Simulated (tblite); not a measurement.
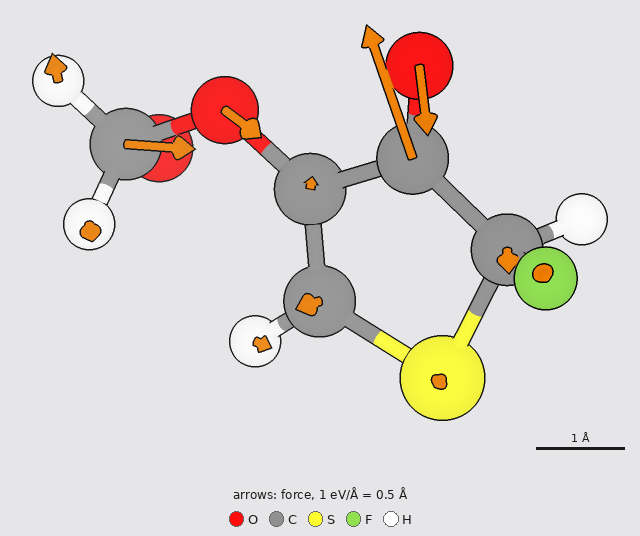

Starting geometry of C5H4FO3S (multiplicity 2) with the computed forces as orange arrows. Style: ball-and-stick. Shown at a tilt.

All numbers below come from GFN2-xTB geometry optimisation, gas phase (tblite 0.8.0). 

### Is this structure relaxed? If not, where do the atoms go?

It isn't relaxed: the largest force vector, on a C atom, is 3.40 eV/Å. The final displacements have little in common with the starting forces (cosine between the two patterns 0.15). Over 100 geometry steps the energy falls by 15.2 kcal/mol. The largest move after the best rigid fit is that of an O atom, 1.27 Å. Largest moves by element: O 1.27 Å, H 1.08 Å, S 0.50 Å, C 0.30 Å, F 0.26 Å. Among the contacts that change: C–O 1.317 → 1.266 Å, C–C 1.504 → 1.547 Å, C–O 1.229 → 1.199 Å, C–O 1.354 → 1.325 Å. Bond angles that change, for instance: O–C–O 109.4° → 119.3°, C–C–O 122.8° → 127.9°, O–C–H 119.4° → 114.7°. Groups turn about C–O by about 70°.
